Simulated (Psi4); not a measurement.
# SiF2 (SMILES F[Si]F): levels of theory compared

Wanted: a comparison of 5 runs (HF/STO-3G, M06-2X/STO-3G, B97M-V/6-311+G*, AQCC/6-311+G**) of SiF2. 

Program for the calculation: Psi4 1.11.

3 further runs of the same task are left out: 2 that didn't finish, 1 set aside as unsound or not needed.

## Step 1: Starting point

SiF2: 3 atoms, total charge 0, spin state singlet. As SMILES, `F[Si]F`. Geometry: relaxed at PBE0-D4/def2-TZVP.

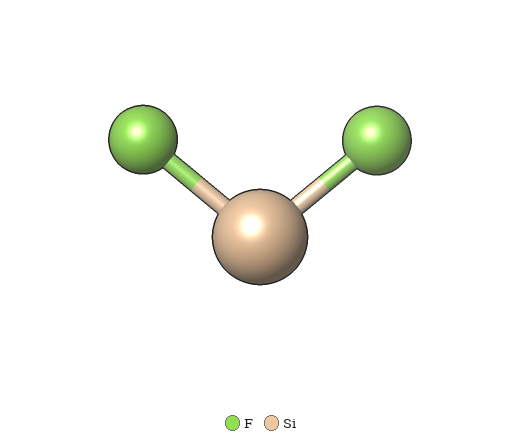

The structure, seen from a chosen angle (fluorine green, silicon light orange).

## Step 2: A single-point energy at HF/STO-3G (run 1)

Input file calc.py:

```python
import psi4

psi4.set_memory('1600 MB')
psi4.set_num_threads(1)
psi4.core.set_output_file('f2si.out', False)

mol = psi4.geometry("""
F
Si 1 1.601509
F 2 1.601517 1 100.60967
symmetry c1
no_reorient
no_com
""")

psi4.set_options({
    'basis': 'STO-3G',
    'puream': True,
    'e_convergence': 1e-09,
    'd_convergence': 1e-08,
    'scf_type': 'pk',
})

E, wfn = psi4.energy('hf', molecule=mol, return_wfn=True)
psi4.oeprop(wfn, 'LOWDIN_CHARGES', 'QUADRUPOLE', 'MAYER_INDICES', title='HF')
print(f'total energy {E:.8f} hartree = {E * 27.211386:.5f} eV')
for k, v in sorted(psi4.core.scalar_variables().items()):
    print(f'{k:45s} {v:18.10f}')
```

Run with:

```sh
$ python calc.py
```

f2si.out:

```text
[...]
  Running in c1 symmetry.
[...]
  Nuclear repulsion =  100.658423604419227
[...]
  Multiplicity = 1
[...]
  Nalpha       = 16
  Nbeta        = 16
[...]
    Number of basis functions: 19
[...]
   @RHF iter   1:  -481.61913101366588   -1.39629e+00   1.30537e-02 ADIIS/DIIS
[...]
   @RHF iter  10:  -481.68389546758385   -3.97904e-13   1.30724e-09 DIIS
[...]
    Orbital Energies [Eh]
    ---------------------
    Doubly Occupied:
       1A    -67.948284     2A    -25.812032     3A    -25.811800
       4A     -5.951604     5A     -3.968738     6A     -3.968683
       7A     -3.967186     8A     -1.446991     9A     -1.417307
      10A     -0.597878    11A     -0.482549    12A     -0.467116
      13A     -0.460420    14A     -0.406110    15A     -0.405796
      16A     -0.251557
[...]
  @RHF Final Energy:  -481.68389546758385
   => Energetics <=
    Nuclear Repulsion Energy =            100.6584236044192266
    One-Electron Energy =                -877.9565365181564403
    Two-Electron Energy =                 295.6142174461533614
    Total Energy =                       -481.6838954675838522
[...]
 Multipole Moments:
 ------------------------------------------------------------------------------------
     Multipole            Electronic (a.u.)      Nuclear  (a.u.)        Total (a.u.)
 ------------------------------------------------------------------------------------
 L = 1.  Multiply by 2.5417464519 to convert [e a0] to [Debye]
 Dipole X            :          0.3705955           -0.6396012           -0.2690057
 Dipole Y            :          0.3076314           -0.5309127           -0.2232813
 Dipole Z            :         -0.0000000            0.0000000           -0.0000000
 Magnitude           :                                                    0.3495978
 L = 2.  Multiply by 1.3450342976 to convert [e a0^2] to [Debye ang]
 Quadrupole XX       :        -72.7926844           57.2533169          -15.5393675
 Quadrupole XY       :         34.1107488          -33.4995957            0.6111531
[...]
```

Standard output:

```text
total energy -481.68389547 hartree = -13107.28641 eV
CURRENT ENERGY                                   -481.6838954676
CURRENT REFERENCE ENERGY                         -481.6838954676
DD SOLVATION ENERGY                                 0.0000000000
HF KINETIC ENERGY                                 476.8905818920
HF POTENTIAL ENERGY                              -958.5744773596
HF TOTAL ENERGY                                  -481.6838954676
HF VIRIAL RATIO                                     2.0100511810
NUCLEAR REPULSION ENERGY                          100.6584236044
ONE-ELECTRON ENERGY                              -877.9565365182
PCM POLARIZATION ENERGY                             0.0000000000
PE ENERGY                                           0.0000000000
SCF ITERATION ENERGY                             -481.6838954676
SCF ITERATIONS                                     10.0000000000
SCF TOTAL ENERGY                                 -481.6838954676
TWO-ELECTRON ENERGY                               295.6142174462
```

It took 1.8 s on 1 thread of AMD EPYC 7R43 (Zen 3), shared host; peak memory 0.18 GiB.

## Step 3: Energy and gradient at M06-2X/STO-3G (run 2)

Input file run.py:

```python
import psi4

psi4.set_memory(1600000000)
psi4.set_num_threads(1)
psi4.core.set_output_file('f2si.out', False)

mol = psi4.geometry("""
0 1
F      0.31426145     2.35611053     0.43350317
Si    -1.12419807    -0.08768329    -0.62379859
F      0.80993662    -2.26842724     0.19029542
units bohr
symmetry c1
""")

psi4.set_options({
    'basis': 'STO-3G',
    'puream': True,
    'e_convergence': 1e-09,
    'd_convergence': 1e-08,
    'scf_type': 'pk',
    'dft_radial_points': 99,
    'dft_spherical_points': 590,
})

E, wfn = psi4.gradient('M06-2X', return_wfn=True)
print('gradient / Eh bohr^-1')
print(E.np.round(6))
print(f'energy = {wfn.energy():.10f} Eh')
```

Run with:

```sh
$ python run.py
```

f2si.out:

```text
[...]
  Running in c1 symmetry.
[...]
  Nuclear repulsion =  100.658413757844158
[...]
  Multiplicity = 1
[...]
  Nalpha       = 16
  Nbeta        = 16
[...]
    Number of basis functions: 19
[...]
   @RKS iter   1:  -482.87330816272333   -1.01330e+00   1.28143e-02 DIIS/ADIIS
[...]
   @RKS iter   9:  -482.93580783493132   -2.89901e-12   4.70888e-09 DIIS
[...]
    Orbital Energies [Eh]
    ---------------------
    Doubly Occupied:
       1A    -66.201631     2A    -24.847326     3A    -24.847075
       4A     -5.340405     5A     -3.557602     6A     -3.557004
       7A     -3.551940     8A     -1.203983     9A     -1.173449
      10A     -0.479667    11A     -0.369642    12A     -0.340818
      13A     -0.332629    14A     -0.280680    15A     -0.279231
      16A     -0.170309
[...]
  @RKS Final Energy:  -482.93580783493132
   => Energetics <=
    Nuclear Repulsion Energy =            100.6584137578441585
    One-Electron Energy =                -877.5936816488290333
    Two-Electron Energy =                 314.1376860056575993
    DFT Exchange-Correlation Energy =     -20.1382259496040881
    Empirical Dispersion Energy =           0.0000000000000000
    VV10 Nonlocal Energy =                  0.0000000000000000
    Total Energy =                       -482.9358078349313246
[...]
 Multipole Moments:
 ------------------------------------------------------------------------------------
     Multipole            Electronic (a.u.)      Nuclear  (a.u.)        Total (a.u.)
 ------------------------------------------------------------------------------------
 L = 1.  Multiply by 2.5417464519 to convert [e a0] to [Debye]
 Dipole X            :          0.6955022           -0.8292942           -0.1337920
 Dipole Y            :          0.0476682           -0.0568279           -0.0091597
 Dipole Z            :          0.0000000            0.0000000            0.0000000
 Magnitude           :                                                    0.1341052
[...]
  -Total Gradient:
     Atom            X                  Y                   Z
    ------   -----------------  -----------------  -----------------
       1       -0.023503354885    -0.007369420930    -0.000000000000
       2        0.046884493097     0.003217543690    -0.000000000000
       3       -0.024284649550     0.004089980170    -0.000000000000
[...]
```

On the terminal:

```text
gradient / Eh bohr^-1
[[-0.023503 -0.007369 -0.      ]
 [ 0.046884  0.003218 -0.      ]
 [-0.024285  0.00409  -0.      ]]
energy = -482.9358078349 Eh
```

It took 5.7 s on 1 thread of AMD EPYC 7R43 (Zen 3), shared host; peak memory 0.4 GiB.

Runs 3 to 4 aren't shown in full; the table further down has their settings and results.

## Step 4: A single-point energy at AQCC/6-311+G(d,p) (density fitting) (run 5)

Input file input.in:

```
memory 1600 mb

molecule molecule1 {
  F      0.166300     1.246800     0.229400
  Si    -0.594900    -0.046400    -0.330100
  F      0.428600    -1.200400     0.100700
  symmetry c1
  no_reorient
  no_com
}

set basis 6-311+G**
set scf_type disk_df
set freeze_core true

E, wfn = energy("aqcc", return_wfn=True)
print_variables()
```

Run with:

```sh
$ psi4 -i input.in -o input.out -n 1
```

input.out:

```text
[...]
  Running in c1 symmetry.
[...]
  Nuclear repulsion =  100.658413605206448
[...]
  Multiplicity = 1
[...]
  Nalpha       = 16
  Nbeta        = 16
[...]
    Number of basis functions: 74
[...]
   @DF-RHF iter   1:  -487.89848235375587   -8.69331e-01   6.10778e-03 DIIS/ADIIS
[...]
   @DF-RHF iter  10:  -487.96156194269230   -2.78533e-12   4.91709e-09 DIIS
[...]
    Orbital Energies [Eh]
    ---------------------
    Doubly Occupied:
       1A    -68.883406     2A    -26.309382     3A    -26.309371
       4A     -6.222143     5A     -4.325724     6A     -4.323727
       7A     -4.323601     8A     -1.623561     9A     -1.600435
      10A     -0.801265    11A     -0.728778    12A     -0.705719
      13A     -0.692225    14A     -0.662296    15A     -0.649651
      16A     -0.412609
[...]
  @DF-RHF Final Energy:  -487.96156194269230
   => Energetics <=
    Nuclear Repulsion Energy =            100.6584136052064480
    One-Electron Energy =                -880.0921650199441046
    Two-Electron Energy =                 291.4721894720453861
    Total Energy =                       -487.9615619426922990
[...]
 Multipole Moments:
 ------------------------------------------------------------------------------------
     Multipole            Electronic (a.u.)      Nuclear  (a.u.)        Total (a.u.)
 ------------------------------------------------------------------------------------
 L = 1.  Multiply by 2.5417464519 to convert [e a0] to [Debye]
 Dipole X            :          5.0920335           -5.6209904           -0.5289568
 Dipole Y            :          0.3971742           -0.4384165           -0.0412423
 Dipole Z            :          2.8254853           -3.1189930           -0.2935077
 Magnitude           :                                                    0.6063357
[...]
      * SCS-MP2 total energy:                 -488.441523201796
[...]
      * MP2 total energy:                     -488.457306432991
[...]
```

Run time: 6.6 s. Hardware: 1 thread of AMD EPYC 7R43 (Zen 3), shared host; peak memory 0.39 GiB.

## Step 5: All runs side by side

| run | level | task | integration grid | energy (Eh) | dipole moment (D) | HOMO energy (eV) | LUMO energy (eV) | wall time |
| --- | --- | --- | --- | --- | --- | --- | --- | --- |
| 1 | HF/STO-3G | energy | – | -481.683895 | 0.89 | -6.85 | 6.81 | 1.8 s |
| 2 | M06-2X/STO-3G | gradient | 99 radial × 590 angular | -482.935808 | 0.34 | -4.63 | 4.01 | 5.7 s |
| 3 | B97M-V/6-311+G* (Cholesky decomposition) | properties | 75 radial × 302 angular | -489.183684 | 1.32 | -7.61 | -3.08 | 17 s |
| 4 | B97M-V/6-311+G* (DKH2, Cholesky decomposition) | properties | 75 radial × 302 angular | -489.892400 | 1.34 | -7.62 | -3.07 | 17 s |
| 5 | AQCC/6-311+G** (density fitting) | energy | – | -488.459360 | – | -11.23 | 0.47 | 6.6 s |

## Step 6: Outcome

```
                                          quantity          value
                               run 5: total energy  -488.45936 Eh
        run 5: HOMO energy (Hartree–Fock orbitals)      -11.23 eV
        run 5: LUMO energy (Hartree–Fock orbitals)        0.47 eV
      run 5: HOMO–LUMO gap (Hartree–Fock orbitals)       11.70 eV
run 5: correlation energy (7 core orbitals frozen)     -497.8 mEh
```

**Reading.** Over runs 1, 2, 3, 4 the dipole moment (its size) runs from 0.34 D (M06-2X/STO-3G) to 1.34 D (B97M-V/6-311+G*). The two ends differ in method and basis and Hamiltonian. Over runs 1, 2, 3, 4 the HOMO–LUMO gap runs from 4.53 eV (B97M-V/6-311+G*) to 13.65 eV (HF/STO-3G). The two ends differ in method and basis. Totals of different functionals can't be ranked against each other. Some runs of one species differ in core potentials or relativity; totals across that change don't compare. In runs 1, 2 the basis is minimal, so the values are rough. All runs together took 48 s, the longest 17 s.
